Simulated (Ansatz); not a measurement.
**CaTi2 (built on the sites of a database entry of MgZr2): from the cell to its phonons**

Task: relax CaTi2 (built on the sites of a database entry of MgZr2), then find its harmonic phonons.

Main program and level: Ansatz 0.2.0; DFT PBEsol, scalar-relativistic, plane waves, PAW.

The structure was built from a prototype and need not be the compound's stable phase.

### Step 1. Starting point

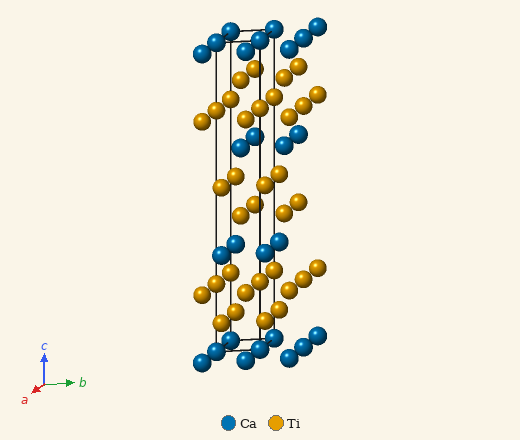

The starting structure, seen slightly off an axis (calcium blue, titanium orange). 2×2×1 cells are drawn. This picture shows the conventional cell, with its axes. Some periodic images of atoms are drawn too.

### Step 2. Rough relaxation

The start is far from rest, so a relaxation with loose tolerances brings it close first.

Input file input.yaml:

```yaml
crystal:
  lattice:
    - [1.62039, 0.93554, 7.79513]
    - [-1.62039, 0.93554, 7.79513]
    - [0.0, -1.87107, 7.79513]
  atoms:
    - { symbol: Ca, position: [0.0, 0.0, 0.0] }
    - { symbol: Ti, position: [0.21942677, 0.21942677, 0.21942677] }
    - { symbol: Ti, position: [0.78057323, 0.78057323, 0.78057323] }
kpoints:
  mp_grid: { grid: [9, 9, 9] }
hamiltonian:
  xc: pbesol
scf:
  occupations: { method: gaussian, width: 0.1 }
output:
  forces: true
  stress: true
  eigenvalues: true
relax:
  adjacent_minimum: "off"
  f_tol: 0.05
  max_steps: 80
  cell: { stress_tol: 0.5 }
```

Started as:

```console
> ansatz run input.yaml --threads 8 --pin off --max-ram 14336MiB --backend cpu --events-out ev --progress --plain --runs-dir out
```

Numbers of over 12 decimals in the logs are rounded to 6 here.

Output:

```text
The last accepted step is kept in <dir> (removed where the run ends without a failure and the disk answers)
[...]
F+E_penalty+E_count = -6740.30349207 eV   max|allowed force component| = 1.574e-2 eV/Å   (the final SCF, on the basis selected at the relaxed cell)
  cell:  # Å, volume = 64.4318 Å³
    - [1.554427, 0.897450, 7.697847]
    - [-1.554427, 0.897450, 7.697847]
    - [0, -1.794896, 7.697848]
  atoms:
    - { symbol: Ca, position: [0, 0, 0] }
    - { symbol: Ti, position: [0.211325, 0.211325, 0.211325] }
    - { symbol: Ti, position: [0.788675, 0.788675, 0.788675] }
[key lines of the parts left out:]
SCF converged after 6 iterations
Free energy (F): -6740.303492 eV
Fermi energy:    10.573991 eV
P = ⅓ Tr σ = 0.0024 GPa (0.024 kbar)
```

It took 4.1 s on 8 threads of Intel Xeon Platinum 8488C (Sapphire Rapids), shared host; peak memory 0.56 GiB; 26 s of CPU time.

Relaxation path:

```
step  energy less that of the first step (eV)  largest force component (eV/Å)  pressure (GPa)  volume (Å³)
   1                                   0.0000                          1.7569           -6.38        70.90
   2                                  -0.5477                          0.0095           -1.79        66.59
   3                                  -0.5638                          0.0376            0.76        63.52
   4                                  -0.5667                          0.0155            0.00        64.43
  5*                                  -0.5665                          0.0157            0.00        64.43
```

Relaxation steps marked * repeat the geometry before them on a plane-wave basis chosen anew for their cell, so energy and pressure can jump there.

Forces are held to the 12 operations that the run works with; a distortion that breaks them can't arise in this run.

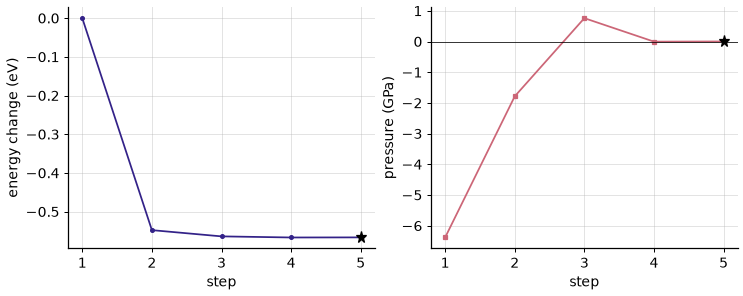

Energy and pressure along the relaxation. Stars mark steps on a basis chosen anew.

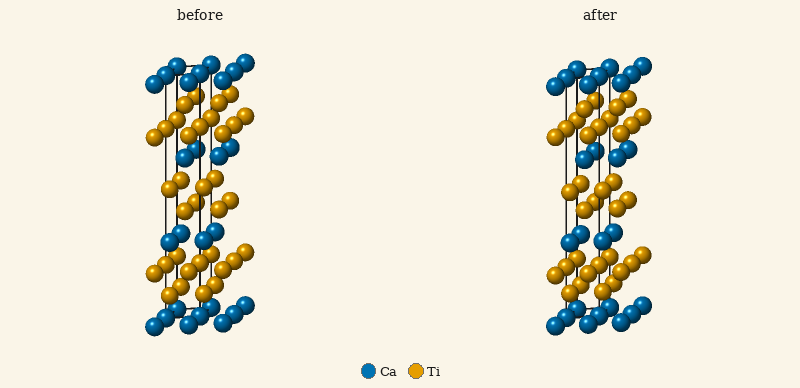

The structure before and after the relaxation, drawn at the same scale.

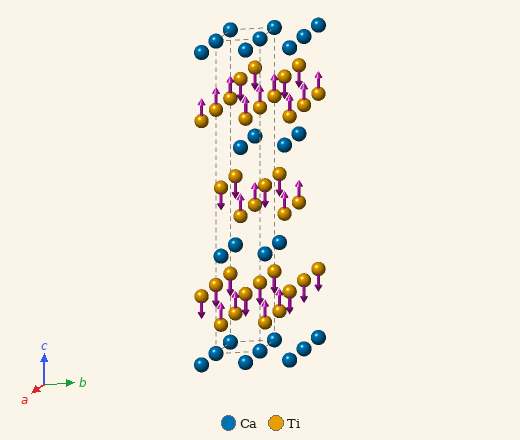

Displacements in the relaxation, exaggerated, measured against the changing cell; the longest in the cell stands for 0.19 Å. 2×2×1 conventional cells are drawn. Some periodic images of atoms are drawn too.

```
conventional cell, symmetrised  before   after  change
                         a (Å)   3.241   3.109  -4.1 %
                         b (Å)   3.241   3.109  -4.1 %
                         c (Å)  23.385  23.094  -1.2 %
              volume (Å³/atom)   23.63   21.48  -9.1 %
```

The atoms that moved most (Å, as changes of fractional coordinates times the final cell):

```
atom     dx     dy      dz  length
 Ti3  0.000  0.000   0.187   0.187
 Ti2  0.000  0.000  -0.187   0.187
```

The relaxed structure:

```
Ca Ti
1.0
     1.55443    0.89745    7.69785
    -1.55443    0.89745    7.69785
     0.00000   -1.79490    7.69785
Ca Ti
1 2
Direct
  0.00000 0.00000 0.00000
  0.21133 0.21133 0.21133
  0.78867 0.78867 0.78867
```

This step gave:

```yaml
pressure: 0.002394 GPa
volume_per_atom: 21.48 Å³
gap_on_the_k_mesh: 0 eV
```

In this step the volume went from 23.63 to 21.48 Å³/atom.

### Step 3. Bringing the structure to rest

The cell and atoms are relaxed, since residual forces and stress would shift the frequencies.

Input file input.yaml:

```yaml
crystal:
  lattice:
    - [1.5544267866, 0.8974503696, 7.6978471]
    - [-1.5544267866, 0.8974503696, 7.6978471]
    - [0.0, -1.7948958015, 7.6978476756]
  atoms:
    - { symbol: Ca, position: [0.0, 0.0, 0.0] }
    - { symbol: Ti, position: [0.2113254025, 0.2113254025, 0.2113254025] }
    - { symbol: Ti, position: [0.7886745975, 0.7886745975, 0.7886745975] }
kpoints:
  mp_grid: { grid: [15, 15, 15] }
hamiltonian:
  xc: pbesol
scf:
  occupations: { method: gaussian, width: 0.1 }
output:
  forces: true
  stress: true
  eigenvalues: true
  write_density: true
  write_potential: true
  elf: true
  volumetric_format: npy
relax:
  adjacent_minimum: "off"
  f_tol: 0.005
  max_steps: 80
  cell: { stress_tol: 0.05 }
```

Output:

```text
[...]
Crystal: 3 atoms, lattice volume = 64.432 Å³
Basis set: ecut = 420 eV, 1255 PW (Γ), FFT grids on a1−a2, a2, −a2+a3, exchange–correlation on 48×108×48 points (8 copies of the dense FFT grid, shifted against one another)
Bands: 21, of which v1, the nominal top of the filled ones, is band 17 counted from 1 (16 counted from 0)
Symmetry: 12 space group operations
[...]
k-points: 344 of 3375
[...]
SCF iter   1: F=—  HF=-6740.316917 eV  |F-HF|=—  |Δ(HF+E_count)|=         —  Δρ=8.66e-3  dr2=5.96e-2  ethr=1.77e-3  ⟨swp⟩=5.2  Hψ=35472  notcnv=0
[...]
SCF iter   7: F=-6740.301337 eV  HF=-6740.301337 eV  |F-HF|=2.21e-8  |Δ(HF+E_count)|=   8.94e-8  Δρ=5.03e-6  dr2=3.27e-8  ethr=2.94e-10  ⟨swp⟩=6.4  Hψ=42832  notcnv=0
SCF 1 converged in 7 iterations: F = -6740.301337 eV  dr2 = 3.27e-8
[...]
relax step   1: F+E_penalty+E_count = -6740.30133667 eV  Δ(F+E_penalty+E_count) = +0.000e0 eV  max|allowed force component| = 2.462e-2 eV/Å  Δτ_max = 0.0000 Å  P = +0.024 GPa  Ω = 64.432 Å³  (7 SCF iters, dr2 threshold 1.00e-7 eV, accepted)
Crystal: 3 atoms, lattice volume = 64.391 Å³
[...]
SCF iter   6: F=-6740.301383 eV  HF=-6740.301383 eV  |F-HF|=4.69e-10  |Δ(HF+E_count)|=   2.84e-9  Δρ=1.15e-6  dr2=9.54e-10  ethr=4.77e-11  ⟨swp⟩=4.8  Hψ=38974  notcnv=0
SCF 2 converged in 6 iterations: F = -6740.301383 eV  dr2 = 9.54e-10
relax step   2: F+E_penalty+E_count = -6740.30138317 eV  Δ(F+E_penalty+E_count) = -4.650e-5 eV  max|allowed force component| = 1.861e-2 eV/Å  Δτ_max = 0.0029 Å  P = -0.006 GPa  Ω = 64.391 Å³  energy of the carried Pulay correction = +1.389e-6 eV  (6 SCF iters, dr2 threshold 4.99e-8 eV, accepted)
Crystal: 3 atoms, lattice volume = 64.413 Å³
[...]
SCF iter   6: F=-6740.301408 eV  HF=-6740.301408 eV  |F-HF|=7.46e-11  |Δ(HF+E_count)|=  5.11e-10  Δρ=4.71e-7  dr2=1.63e-10  ethr=7.83e-12  ⟨swp⟩=4.1  Hψ=37176  notcnv=0
SCF 3 converged in 6 iterations: F = -6740.301408 eV  dr2 = 1.63e-10
relax step   3: F+E_penalty+E_count = -6740.30140822 eV  Δ(F+E_penalty+E_count) = -2.505e-5 eV  max|allowed force component| = 2.896e-5 eV/Å  Δτ_max = 0.0013 Å  P = +0.002 GPa  Ω = 64.413 Å³  energy of the carried Pulay correction = +6.276e-7 eV  (6 SCF iters, dr2 threshold 2.16e-8 eV, accepted)
[...]
SCF iter   7: F=-6740.301408 eV  HF=-6740.301408 eV  |F-HF|=9.09e-13  |Δ(HF+E_count)|=  6.37e-12  Δρ=6.50e-8  dr2=3.99e-12  ethr=1.00e-12  ⟨swp⟩=5.1  Hψ=26766  notcnv=0
SCF 4 converged in 7 iterations: F = -6740.301408 eV  dr2 = 3.99e-12
relax step   4: F+E_penalty+E_count = -6740.30140817 eV  Δ(F+E_penalty+E_count) = +4.177e-8 eV  max|allowed force component| = 2.706e-5 eV/Å  Δτ_max = 0.0000 Å  P = +0.002 GPa  Ω = 64.413 Å³  stress off target by 2.18e-3 GPa  SCF on the basis re-selected at this cell (its energy is not comparable with the rows above)  (7 SCF iters)
[...]
SCF converged after 7 iterations
Free energy (F): -6740.301408 eV
[...]
Internal energy: -6740.283823 eV  (E = F + TS)
E sigma→0 (E₀):  -6740.292615 eV
Entropy (-TS):   -0.017585 eV (-5.862 meV/atom)
Fermi energy:    10.576904 eV
[...]
--- Forces (eV/Å), atoms counted from 1 ---
  atom   1  Ca     0.00000000     0.00000000     0.00000000
  atom   2  Ti     0.00000000    -0.00000000    -0.00002706
  atom   3  Ti    -0.00000000     0.00000000     0.00002706
  max |Σ_I F_I| component: 1.85e-17 eV/Å
--- Stress (GPa, compression-positive) ---
        0.001268      -0.000000       0.000000
       -0.000000       0.001268       0.000000
        0.000000       0.000000       0.002179
  P = ⅓ Tr σ = 0.0016 GPa (0.016 kbar)
--- Band table (eV; the first three rows and the last of 344) ---
  k-point 0: bands = [... 13 lower, 7.5231, 7.8537, 9.9629, 11.0702, 11.0702, 11.0957, 11.0957, 11.8712]
  k-point 1: bands = [... 13 lower, 7.5967, 7.9709, 9.9129, 10.9415, 11.0944, 11.1201, 11.1691, 11.8985]
  k-point 2: bands = [... 13 lower, 7.8148, 8.2826, 9.7884, 10.6839, 11.1497, 11.1595, 11.3698, 11.5672]
  k-point 343: bands = [... 13 lower, 6.4079, 8.4851, 10.5940, 11.0005, 11.0473, 11.0947, 11.1665, 11.5627]
--- Relaxed structure (3 steps of the walk, 3 accepted, 1 SCFs on fresh bases) ---
[...]
cell:  # Å, volume = 64.4135 Å³
    - [1.553510, 0.896921, 7.704742]
    - [-1.553510, 0.896921, 7.704742]
    - [0, -1.793837, 7.704743]
  atoms:
    - { symbol: Ca, position: [0, 0, 0] }
    - { symbol: Ti, position: [0.211391, 0.211391, 0.211391] }
    - { symbol: Ti, position: [0.788609, 0.788609, 0.788609] }
```

Elapsed: 11 s, on 8 threads; peak memory 0.8 GiB.

Step by step:

```
step  energy less that of the first step (eV)  largest force component (eV/Å)  pressure (GPa)  volume (Å³)
   1                                   0.0000                          0.0246            0.02        64.43
   2                                   0.0000                          0.0186           -0.01        64.39
   3                                  -0.0001                          0.0000            0.00        64.41
  4*                                  -0.0001                          0.0000            0.00        64.41
```

Relaxation steps marked * repeat the geometry before them on a plane-wave basis chosen anew for their cell, so energy and pressure can jump there.

Forces are held to the 12 operations that the run works with; a distortion that breaks them can't arise in this run.

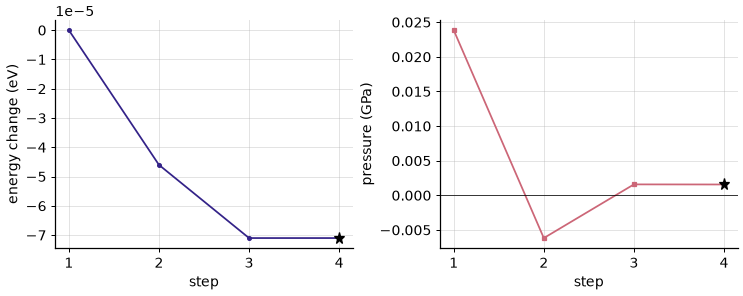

Energy and pressure along the relaxation. Stars mark steps on a basis chosen anew.

```
conventional cell, symmetrised  before   after  change
                         a (Å)   3.109   3.107  -0.1 %
                         b (Å)   3.109   3.107  -0.1 %
                         c (Å)  23.094  23.114  +0.1 %
              volume (Å³/atom)   21.48   21.47  -0.0 %
```

The relaxed structure:

```cif
data_structure
_symmetry_space_group_name_H-M 'P 1'
_symmetry_Int_Tables_number 1
_cell_length_a 7.9108
_cell_length_b 7.9108
_cell_length_c 7.9108
_cell_angle_alpha 22.650
_cell_angle_beta 22.650
_cell_angle_gamma 22.650
_cell_volume 64.41
loop_
_atom_site_label
_atom_site_type_symbol
_atom_site_fract_x
_atom_site_fract_y
_atom_site_fract_z
_atom_site_occupancy
Ca1 Ca 0.00000 0.00000 0.00000 1
Ti2 Ti 0.21139 0.21139 0.21139 1
Ti3 Ti 0.78861 0.78861 0.78861 1
```

This step gave:

```
pressure        : 0.001572 GPa
volume per atom : 21.47 Å³
```

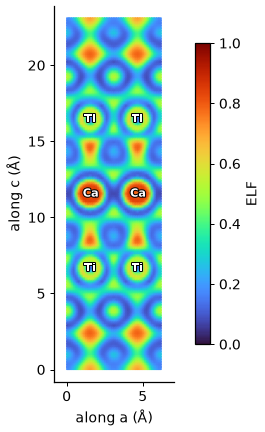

ELF in the ac plane of the conventional cell at fractional y = 0.000, with atoms of Ca and Ti within 0.2 Å of it. It is the smooth field of the valence electrons, not physical close to the nuclei. The map starts off the cell's origin, so that atoms lie inside it.

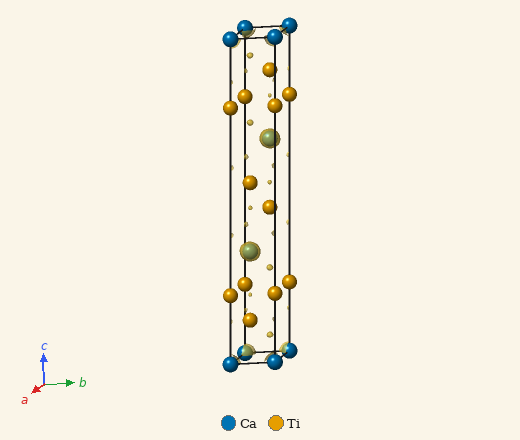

Surface of ELF = 0.77.

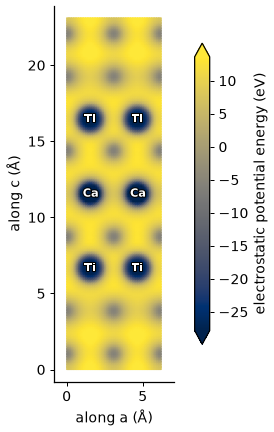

Electrostatic potential energy in the ac plane of the conventional cell at fractional y = 0.000, with atoms of Ca and Ti within 0.2 Å of it. With pseudopotentials it is smooth inside the atoms' cores, unlike the true potential. The map starts off the cell's origin, so that atoms lie inside it.

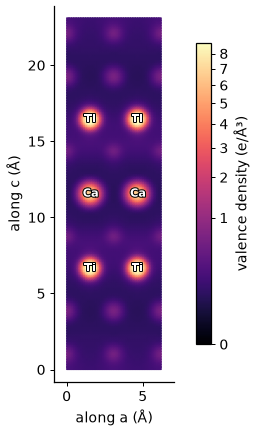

Valence density in the ac plane of the conventional cell at fractional y = 0.000, with atoms of Ca and Ti within 0.2 Å of it. It is the smooth field of the valence electrons, not physical close to the nuclei. The map starts off the cell's origin, so that atoms lie inside it. The colour scale is stretched toward low values.

In this step the volume went from 21.48 to 21.47 Å³/atom.

### Step 4. Tight relaxation

Phonons need a cell at rest on their own settings, so the relaxation is repeated with tight tolerances on forces and stress on the k mesh and occupations of the first response run.

Input file input.yaml:

```yaml
crystal:
  lattice:
    - [1.5535099964, 0.8969210619, 7.7047424555]
    - [-1.5535099964, 0.8969210619, 7.7047424555]
    - [0.0, -1.7938371819, 7.7047430308]
  atoms:
    - { symbol: Ca, position: [0.0, 0.0, 0.0] }
    - { symbol: Ti, position: [0.2113913851, 0.2113913851, 0.2113913851] }
    - { symbol: Ti, position: [0.7886086149, 0.7886086149, 0.7886086149] }
kpoints:
  mp_grid: { grid: [15, 15, 15] }
hamiltonian:
  xc: pbesol
scf:
  occupations: { method: methfessel_paxton, width: 0.2 }
output:
  forces: true
  stress: true
  eigenvalues: true
relax:
  adjacent_minimum: "off"
  f_tol: 0.001
  max_steps: 60
  cell: { stress_tol: 0.01 }
```

Output:

```text
[...]
Crystal: 3 atoms, lattice volume = 64.413 Å³
Basis set: ecut = 420 eV, 1255 PW (Γ), FFT grids on a1−a3, a2−a3, a3, exchange–correlation on 48×48×108 points (8 copies of the dense FFT grid, shifted against one another)
Bands: 21, of which v1, the nominal top of the filled ones, is band 17 counted from 1 (16 counted from 0)
Symmetry: 12 space group operations
[...]
--- Relaxed structure (3 steps of the walk, 3 accepted, 1 SCFs on fresh bases) ---
[...]
cell:  # Å, volume = 64.3860 Å³
    - [1.553240, 0.896765, 7.704133]
    - [-1.553240, 0.896765, 7.704133]
    - [0, -1.793525, 7.704134]
  atoms:
    - { symbol: Ca, position: [0, 0, 0] }
    - { symbol: Ti, position: [0.211399, 0.211399, 0.211399] }
    - { symbol: Ti, position: [0.788601, 0.788601, 0.788601] }
[key lines of the parts left out:]
SCF converged after 10 iterations
Free energy (F): -6740.292044 eV
Fermi energy:    10.580739 eV
P = ⅓ Tr σ = -0.0000 GPa (-0.000 kbar)
```

It took 9.5 s on 8 threads; peak memory 0.79 GiB.

Little changed from the start: no atom moved by 0.005 Å and no cell edge by 0.1 %.

This step gave:

```
pressure        : -1.00e-5 GPa
volume per atom : 21.46 Å³
```

The largest force component left is 0.0069 meV/Å and the pressure is 0.000 GPa, within the tolerances set. The cell now holds 21.46 Å³/atom.

[end of part 1 of 2]

[Logs are printed without paths, hosts, clocks, repeated set-up lines and the standing remarks that a program may print on its own settings, such as how far it seeks lower states.]

[Hosts, paths, dates, database ids (printed as entryN), source tags and the programs' standing remarks are cut or masked in the printed files.]
